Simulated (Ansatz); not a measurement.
## Run report: CH$_{7}$NOSn, nudged elastic band (part 1 of 2)

- system: CH$_{7}$NOSn
- method: RKS PBE0/def2-SVP (Ansatz 0.2.0)

The run did not end well. It belongs to a series of runs on one base structure; here: band between the two ends.

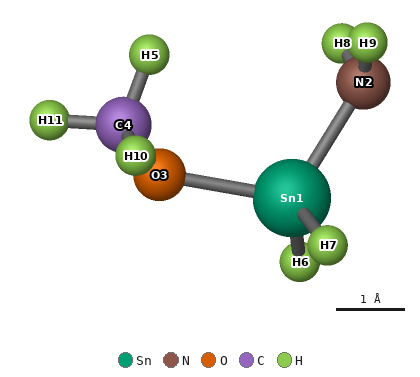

*The starting structure (ball-and-stick view, seen at a tilt; atoms are numbered from 1 in the order of the input). Sticks mark near contacts.*

**What the run reported**

- outcome: not converged
- barrier, forward (band not converged): 0.590 eV
- barrier, backward: 1.451 eV
- hardware: 2 threads of Intel Xeon (Granite Rapids), 16 GiB of memory available, shared host
- wall time: 13 min (CPU time 24 min)
- peak memory: 0.27 GiB

The run did not converge: “NEB band did not converge after 60 iterations: max|band force component| = 1.64e0 eV/Å (threshold 3.0e-2); raise `neb.max_iterations` in a new run, which can start from the last band evaluated (`neb.initial_path`, with `crystal.atoms` and `neb.final_atoms` set to its first and last images), add images, or start from endpoints closer to local minima …” Its last values are not results.

**Input file**
```yaml
crystal:
  periodic: [false, false, false]
  atoms:
    - { symbol: Sn, position_ang: [-1.095842, 0.607281, -0.365686] }
    - { symbol: "N", position_ang: [-1.289958, 0.518097, 1.656613] }
    - { symbol: O, position_ang: [0.164535, -0.780842, -1.059341] }
    - { symbol: C, position_ang: [1.514218, -0.768835, -0.716393] }
    - { symbol: H, position_ang: [1.691602, -0.874728, 0.375301] }
    - { symbol: H, position_ang: [-2.572239, 0.164105, -1.088142] }
    - { symbol: H, position_ang: [-0.463516, 2.155491, -0.744028] }
    - { symbol: H, position_ang: [-1.533113, -0.403342, 2.015487] }
    - { symbol: H, position_ang: [-0.481051, 0.852924, 2.175782] }
    - { symbol: H, position_ang: [2.044301, 0.151001, -1.044881] }
    - { symbol: H, position_ang: [2.02106, -1.621151, -1.204712] }
basis:
  gaussian: { orbitals: def2-SVP }
hamiltonian:
  xc: pbe0
neb:
  order_check: false
  images: 7
  f_tol: 0.03
  max_iterations: 60
  final_atoms:
    - { symbol: Sn, position_ang: [-1.43142381, 1.04465586, -0.65205905] }
    - { symbol: "N", position_ang: [-0.8949096, 0.39987794, 1.62355508] }
    - { symbol: O, position_ang: [0.60062415, 0.80112771, -0.76275587] }
    - { symbol: C, position_ang: [1.25293989, -0.35811724, -1.1591484] }
    - { symbol: H, position_ang: [0.11146415, 0.48567575, 1.44886542] }
    - { symbol: H, position_ang: [-1.7756716, -0.70048583, -0.95062877] }
    - { symbol: H, position_ang: [1.59882085, -0.9693882, -0.29502719] }
    - { symbol: H, position_ang: [-1.09829821, -0.56447362, 1.88373214] }
    - { symbol: H, position_ang: [-1.15375136, 1.011105, 2.39617902] }
    - { symbol: H, position_ang: [2.1589925, -0.11701833, -1.74967428] }
    - { symbol: H, position_ang: [0.63121002, -1.03295805, -1.78303811] }
  initial_path:
    images:
      - { positions_ang: [[-1.095842, 0.607281, -0.365686], [-1.289958, 0.518097, 1.656613], [0.164535, -0.780842, -1.059341], [1.514218, -0.768835, -0.716393], [1.691602, -0.874728, 0.375301], [-2.572239, 0.164105, -1.088142], [-0.463516, 2.155491, -0.744028], [-1.533113, -0.403342, 2.015487], [-0.481051, 0.852924, 2.175782], [2.044301, 0.151001, -1.044881], [2.02106, -1.621151, -1.204712]] }
      - { positions_ang: [[-1.10093811, 0.52760794, -0.56550938], [-1.11834761, 0.37284169, 1.54480652], [0.25021671, -0.83424013, -1.19612254], [1.43720063, -0.712692, -0.6992398], [1.40423159, -0.721247, 0.41899219], [-2.6392202, 0.34693832, -0.85025137], [-0.35510455, 2.06432544, -0.78047505], [-1.35087001, -0.51550651, 1.96296779], [-0.47300099, 0.82812439, 2.07714994], [1.99825476, 0.19098007, -0.9921335], [1.94757479, -1.54713122, -0.9201848]] }
      - { positions_ang: [[-1.10603422, 0.44793489, -0.76533275], [-0.94673723, 0.22758638, 1.43300005], [0.33589842, -0.88763827, -1.33290408], [1.36018325, -0.65654899, -0.68208661], [1.11686118, -0.567766, 0.46268337], [-2.7062014, 0.52977163, -0.61236075], [-0.24669311, 1.97315988, -0.81692211], [-1.16862702, -0.62767102, 1.91044858], [-0.46495099, 0.80332479, 1.97851788], [1.95220853, 0.23095915, -0.93938599], [1.87408958, -1.47311144, -0.6356576]] }
      - { positions_ang: [[-1.11113033, 0.36826183, -0.96515613], [-0.77512684, 0.08233107, 1.32119357], [0.42158013, -0.9410364, -1.46968562], [1.28316588, -0.60040599, -0.66493341], [0.82949076, -0.41428499, 0.50637456], [-2.7731826, 0.71260495, -0.37447012], [-0.13828166, 1.88199433, -0.85336916], [-0.98638402, -0.73983553, 1.85792937], [-0.45690098, 0.77852518, 1.87988581], [1.90616229, 0.27093822, -0.88663849], [1.80060437, -1.39909167, -0.3511304]] }
      - { positions_ang: [[-1.11622645, 0.28858877, -1.1649795], [-0.60351646, -0.06292423, 1.2093871], [0.50726184, -0.99443454, -1.60646715], [1.20614851, -0.54426298, -0.64778021], [0.54212035, -0.26080399, 0.55006574], [-2.8401638, 0.89543827, -0.13657949], [-0.02987021, 1.79082877, -0.88981621], [-0.80414103, -0.85200004, 1.80541017], [-0.44885097, 0.75372557, 1.78125375], [1.86011606, 0.31091729, -0.83389099], [1.72711916, -1.32507189, -0.06660319]] }
      - { positions_ang: [[-1.19502579, 0.47760554, -1.03674939], [-0.67636474, 0.05277631, 1.31292909], [0.53060242, -0.54554397, -1.39553933], [1.21784635, -0.49772655, -0.77562226], [0.4344563, -0.07418406, 0.77476566], [-2.57404075, 0.49645724, -0.34009181], [0.37730255, 1.10077453, -0.74111895], [-0.87768033, -0.78011844, 1.82499066], [-0.62507607, 0.81807043, 1.93498507], [1.93483517, 0.20393339, -1.06283681], [1.45314187, -1.25204343, -0.49571192]] }
      - { positions_ang: [[-1.27382513, 0.66662231, -0.90851928], [-0.74921303, 0.16847685, 1.41647109], [0.553943, -0.09665341, -1.18461151], [1.2295442, -0.45119011, -0.9034643], [0.32679225, 0.11243588, 0.99946558], [-2.3079177, 0.09747622, -0.54360413], [0.78447532, 0.41072028, -0.5924217], [-0.95121962, -0.70823683, 1.84457115], [-0.80130116, 0.88241529, 2.08871639], [2.00955428, 0.09694948, -1.29178263], [1.17916459, -1.17901497, -0.92482065]] }
      - { positions_ang: [[-1.35262447, 0.85563909, -0.78028916], [-0.82206131, 0.2841774, 1.52001308], [0.57728358, 0.35223715, -0.97368369], [1.24124204, -0.40465367, -1.03130635], [0.2191282, 0.29905581, 1.2241655], [-2.04179465, -0.30150481, -0.74711645], [1.19164809, -0.27933396, -0.44372444], [-1.02475891, -0.63635522, 1.86415165], [-0.97752626, 0.94676015, 2.2424477], [2.08427339, -0.01003442, -1.52072845], [0.90518731, -1.10598651, -1.35392938]] }
      - { positions_ang: [[-1.43142381, 1.04465586, -0.65205905], [-0.8949096, 0.39987794, 1.62355508], [0.60062415, 0.80112771, -0.76275587], [1.25293989, -0.35811724, -1.1591484], [0.11146415, 0.48567575, 1.44886542], [-1.7756716, -0.70048583, -0.95062877], [1.59882085, -0.9693882, -0.29502719], [-1.09829821, -0.56447362, 1.88373214], [-1.15375136, 1.011105, 2.39617902], [2.1589925, -0.11701833, -1.74967428], [0.63121002, -1.03295805, -1.78303811]] }
```

Launched with:
```bash
ansatz run input.yaml --threads 2 --pin off --max-ram 3072MiB --backend cpu --events-out ev --progress --plain --runs-dir out
```

**Log**
```
Engine: ansatz 0.2.0, x86_64-unknown-linux-gnu
Functional definition: PBE0
  parameter a = 0.25
  parameter kappa = 0.804
  parameter beta = 0.06672455060314922
  exchange = (1 - a)*pbe_x(kappa = kappa, mu = beta*pi^2/3) + a*exact_x
  correlation = pbe_c(beta = beta)
1214 factors; integrals over basis functions are off by at most 3.6e-4 eV
mean field evaluation 1: about -10500.8426 eV, gradient 6.7e1 eV
mean field evaluation 2: about -10482.8265 eV, gradient 1.1e2 eV
mean field evaluation 4: about -10510.1114 eV, gradient 6.9e0 eV
mean field evaluation 8: about -10510.2421 eV, gradient 5.8e-1 eV
mean field evaluation 16: about -10510.2429 eV, gradient 2.6e-5 eV
mean field -10510.24287413 eV, -386.2443015256 hartree, gradient 2.6e-5 eV, S^2 0.000000; 0 other end points of the search recorded, 0 dependent functions left out
the calculation of the forces begins
reference -10510.24290555 eV, -386.2443026803 hartree; 25, 25 occupied and 78, 78 virtual orbitals, 1214 factors
1215 factors; integrals over basis functions are off by at most 1.2e-3 eV
mean field evaluation 32: about -10511.1045 eV, gradient 2.4e-5 eV
mean field -10511.10451410 eV, -386.2759662106 hartree, gradient 2.4e-5 eV, S^2 0.000000; 0 other end points of the search recorded, 0 dependent functions left out
[... from here on the field's lines of each further geometry are left out, up to the last ...]
NEB iter   1: max|band force component| = 1.460e2 eV/Å  barrier→ = 46.3963 eV  barrier← = 47.2579 eV  Δτ_max = 0.2000 Å  (259 SCF iters)
NEB iter   2: max|band force component| = 2.796e1 eV/Å  barrier→ = 12.7770 eV  barrier← = 13.6386 eV  Δτ_max = 0.2000 Å  (249 SCF iters)
NEB iter   3: max|band force component| = 1.821e1 eV/Å  barrier→ = 7.7637 eV  barrier← = 8.6253 eV  Δτ_max = 0.2000 Å  (242 SCF iters)
NEB iter   4: max|band force component| = 7.580e0 eV/Å  barrier→ = 4.5749 eV  barrier← = 5.4365 eV  Δτ_max = 0.2000 Å  (228 SCF iters)
NEB iter   5: max|band force component| = 3.848e0 eV/Å  barrier→ = 3.4472 eV  barrier← = 4.3088 eV  Δτ_max = 0.2000 Å  (229 SCF iters)
NEB iter   6: max|band force component| = 3.316e0 eV/Å  barrier→ = 3.3798 eV  barrier← = 4.2415 eV  Δτ_max = 0.2000 Å  (236 SCF iters)
NEB iter   7: max|band force component| = 3.181e0 eV/Å  barrier→ = 3.9050 eV  barrier← = 4.7666 eV  Δτ_max = 0.1020 Å  (228 SCF iters)
NEB iter   8: max|band force component| = 2.890e0 eV/Å  barrier→ = 3.4977 eV  barrier← = 4.3594 eV  Δτ_max = 0.1012 Å  (217 SCF iters)
NEB iter   9: max|band force component| = 1.569e0 eV/Å  barrier→ = 3.0230 eV  barrier← = 3.8847 eV  Δτ_max = 0.2000 Å  (216 SCF iters)
NEB iter  10: max|band force component| = 7.405e0 eV/Å  barrier→ = 2.7756 eV  barrier← = 3.6372 eV  Δτ_max = 0.1009 Å  (220 SCF iters)
NEB iter  11: max|band force component| = 2.281e0 eV/Å  barrier→ = 2.1556 eV  barrier← = 3.0173 eV  Δτ_max = 0.2000 Å  (213 SCF iters)
NEB iter  12: max|band force component| = 1.761e0 eV/Å  barrier→ = 1.8243 eV  barrier← = 2.6860 eV  Δτ_max = 0.1002 Å  (219 SCF iters)
NEB iter  13: max|band force component| = 1.977e0 eV/Å  barrier→ = 1.6417 eV  barrier← = 2.5034 eV  Δτ_max = 0.0505 Å  (212 SCF iters)
NEB iter  14: max|band force component| = 1.716e0 eV/Å  barrier→ = 1.4174 eV  barrier← = 2.2790 eV  Δτ_max = 0.1007 Å  (213 SCF iters)
NEB iter  15: max|band force component| = 1.453e0 eV/Å  barrier→ = 1.5329 eV  barrier← = 2.3945 eV  Δτ_max = 0.1011 Å  (209 SCF iters)
NEB iter  16: max|band force component| = 1.425e0 eV/Å  barrier→ = 1.6833 eV  barrier← = 2.5450 eV  Δτ_max = 0.1002 Å  (208 SCF iters)
NEB iter  17: max|band force component| = 1.296e0 eV/Å  barrier→ = 1.8248 eV  barrier← = 2.6865 eV  Δτ_max = 0.1972 Å  (209 SCF iters)
NEB iter  18: max|band force component| = 1.577e0 eV/Å  barrier→ = 1.8273 eV  barrier← = 2.6890 eV  Δτ_max = 0.1995 Å  (207 SCF iters)
NEB iter  19: max|band force component| = 1.001e0 eV/Å  barrier→ = 1.9569 eV  barrier← = 2.8186 eV  Δτ_max = 0.1971 Å  (207 SCF iters)
NEB iter  20: max|band force component| = 8.443e-1 eV/Å  barrier→ = 2.4518 eV  barrier← = 3.3135 eV  Δτ_max = 0.2000 Å  (207 SCF iters)
NEB iter  21: max|band force component| = 6.031e-1 eV/Å  barrier→ = 3.4331 eV  barrier← = 4.2947 eV  Δτ_max = 0.2000 Å  (206 SCF iters)
NEB iter  22: max|band force component| = 8.981e-1 eV/Å  barrier→ = 4.3085 eV  barrier← = 5.1702 eV  Δτ_max = 0.1002 Å  (210 SCF iters)
NEB iter  23: max|band force component| = 7.647e-1 eV/Å  barrier→ = 4.3334 eV  barrier← = 5.1950 eV  Δτ_max = 0.1009 Å  (212 SCF iters)
NEB iter  24: max|band force component| = 5.957e-1 eV/Å  barrier→ = 4.4301 eV  barrier← = 5.2918 eV  Δτ_max = 0.1007 Å  (213 SCF iters)
NEB iter  25: max|band force component| = 8.703e-1 eV/Å  barrier→ = 4.3621 eV  barrier← = 5.2237 eV  Δτ_max = 0.0504 Å  (212 SCF iters)
NEB iter  26: max|band force component| = 1.122e0 eV/Å  barrier→ = 4.2779 eV  barrier← = 5.1395 eV  Δτ_max = 0.1030 Å  (218 SCF iters)
NEB iter  27: max|band force component| = 1.510e0 eV/Å  barrier→ = 3.9275 eV  barrier← = 4.7891 eV  Δτ_max = 0.0504 Å  (209 SCF iters)
NEB iter  28: max|band force component| = 2.001e0 eV/Å  barrier→ = 3.7982 eV  barrier← = 4.6598 eV  Δτ_max = 0.0502 Å  (213 SCF iters)
NEB iter  29: max|band force component| = 2.706e0 eV/Å  barrier→ = 3.6273 eV  barrier← = 4.4890 eV  Δτ_max = 0.1011 Å  (215 SCF iters)
NEB iter  30: max|band force component| = 3.474e0 eV/Å  barrier→ = 3.2527 eV  barrier← = 4.1144 eV  Δτ_max = 0.2000 Å  (211 SCF iters)
NEB iter  31: max|band force component| = 3.904e0 eV/Å  barrier→ = 1.6413 eV  barrier← = 2.5030 eV  Δτ_max = 0.1001 Å  (211 SCF iters)
NEB iter  32: max|band force component| = 3.278e0 eV/Å  barrier→ = 1.1586 eV  barrier← = 2.0202 eV  Δτ_max = 0.2000 Å  (214 SCF iters)
NEB iter  33: max|band force component| = 2.825e0 eV/Å  barrier→ = 1.0908 eV  barrier← = 1.9525 eV  Δτ_max = 0.2000 Å  (204 SCF iters)
NEB iter  34: max|band force component| = 3.405e0 eV/Å  barrier→ = 1.5962 eV  barrier← = 2.4578 eV  Δτ_max = 0.2000 Å  (206 SCF iters)
NEB iter  35: max|band force component| = 3.601e0 eV/Å  barrier→ = 1.8369 eV  barrier← = 2.6986 eV  Δτ_max = 0.2000 Å  (209 SCF iters)
NEB iter  36: max|band force component| = 3.243e0 eV/Å  barrier→ = 1.5698 eV  barrier← = 2.4314 eV  Δτ_max = 0.1719 Å  (209 SCF iters)
NEB iter  37: max|band force component| = 2.572e0 eV/Å  barrier→ = 1.1474 eV  barrier← = 2.0091 eV  Δτ_max = 0.0962 Å  (210 SCF iters)
NEB iter  38: max|band force component| = 2.325e0 eV/Å  barrier→ = 1.0947 eV  barrier← = 1.9563 eV  Δτ_max = 0.1949 Å  (214 SCF iters)
NEB iter  39: max|band force component| = 1.893e0 eV/Å  barrier→ = 0.9323 eV  barrier← = 1.7939 eV  Δτ_max = 0.1898 Å  (209 SCF iters)
NEB iter  40: max|band force component| = 1.926e0 eV/Å  barrier→ = 0.9429 eV  barrier← = 1.8045 eV  Δτ_max = 0.0449 Å  (213 SCF iters)
NEB iter  41: max|band force component| = 1.853e0 eV/Å  barrier→ = 0.9008 eV  barrier← = 1.7624 eV  Δτ_max = 0.1478 Å  (215 SCF iters)
NEB iter  42: max|band force component| = 1.910e0 eV/Å  barrier→ = 0.8597 eV  barrier← = 1.7213 eV  Δτ_max = 0.0654 Å  (205 SCF iters)
NEB iter  43: max|band force component| = 1.743e0 eV/Å  barrier→ = 0.8302 eV  barrier← = 1.6919 eV  Δτ_max = 0.0565 Å  (214 SCF iters)
NEB iter  44: max|band force component| = 1.728e0 eV/Å  barrier→ = 0.8096 eV  barrier← = 1.6713 eV  Δτ_max = 0.0617 Å  (209 SCF iters)
NEB iter  45: max|band force component| = 1.786e0 eV/Å  barrier→ = 0.7927 eV  barrier← = 1.6543 eV  Δτ_max = 0.0317 Å  (194 SCF iters)
NEB iter  46: max|band force component| = 1.860e0 eV/Å  barrier→ = 0.7642 eV  barrier← = 1.6258 eV  Δτ_max = 0.0186 Å  (182 SCF iters)
NEB iter  47: max|band force component| = 1.896e0 eV/Å  barrier→ = 0.7949 eV  barrier← = 1.6566 eV  Δτ_max = 0.0440 Å  (178 SCF iters)
NEB iter  48: max|band force component| = 1.949e0 eV/Å  barrier→ = 0.8611 eV  barrier← = 1.7227 eV  Δτ_max = 0.0280 Å  (184 SCF iters)
NEB iter  49: max|band force component| = 1.956e0 eV/Å  barrier→ = 0.8338 eV  barrier← = 1.6954 eV  Δτ_max = 0.0130 Å  (180 SCF iters)
NEB iter  50: max|band force component| = 1.993e0 eV/Å  barrier→ = 0.8355 eV  barrier← = 1.6971 eV  Δτ_max = 0.0310 Å  (160 SCF iters)
NEB iter  51: max|band force component| = 2.067e0 eV/Å  barrier→ = 0.8540 eV  barrier← = 1.7156 eV  Δτ_max = 0.0410 Å  (182 SCF iters)
NEB iter  52: max|band force component| = 2.124e0 eV/Å  barrier→ = 0.8767 eV  barrier← = 1.7383 eV  Δτ_max = 0.0315 Å  (187 SCF iters)
NEB iter  53: max|band force component| = 2.147e0 eV/Å  barrier→ = 0.8953 eV  barrier← = 1.7570 eV  Δτ_max = 0.0393 Å  (183 SCF iters)
NEB iter  54: max|band force component| = 2.154e0 eV/Å  barrier→ = 0.9015 eV  barrier← = 1.7631 eV  Δτ_max = 0.0490 Å  (184 SCF iters)
NEB iter  55: max|band force component| = 2.142e0 eV/Å  barrier→ = 0.8943 eV  barrier← = 1.7559 eV  Δτ_max = 0.1333 Å  (184 SCF iters)
NEB iter  56: max|band force component| = 2.086e0 eV/Å  barrier→ = 0.8457 eV  barrier← = 1.7074 eV  Δτ_max = 0.1262 Å  (206 SCF iters)
NEB iter  57: max|band force component| = 1.987e0 eV/Å  barrier→ = 0.7999 eV  barrier← = 1.6616 eV  Δτ_max = 0.0972 Å  (207 SCF iters)
NEB iter  58: max|band force component| = 1.903e0 eV/Å  barrier→ = 0.7423 eV  barrier← = 1.6039 eV  Δτ_max = 0.1330 Å  (201 SCF iters)
NEB iter  59: max|band force component| = 1.750e0 eV/Å  barrier→ = 0.6616 eV  barrier← = 1.5232 eV  Δτ_max = 0.0737 Å  (208 SCF iters)
the calculation of the forces begins
reference -10509.65327199 eV, -386.2226340467 hartree; 25, 25 occupied and 78, 78 virtual orbitals, 1216 factors
these checks for a lower state are left out or cut short: starts, cluster_reference, orbital_swaps, neighbouring_geometries, increment
1215 factors; integrals over basis functions are off by at most 1.1e-3 eV
mean field -10510.38080781 eV, -386.2493704950 hartree, gradient 1.2e-5 eV, S^2 0.000000; 0 other end points of the search recorded, 0 dependent functions left out
the calculation of the forces begins
reference -10510.38083357 eV, -386.2493714418 hartree; 25, 25 occupied and 78, 78 virtual orbitals, 1215 factors
NEB iter  60: max|band force component| = 1.641e0 eV/Å  barrier→ = 0.5896 eV  barrier← = 1.4513 eV  Δτ_max = 0.0770 Å  (185 SCF iters)
```
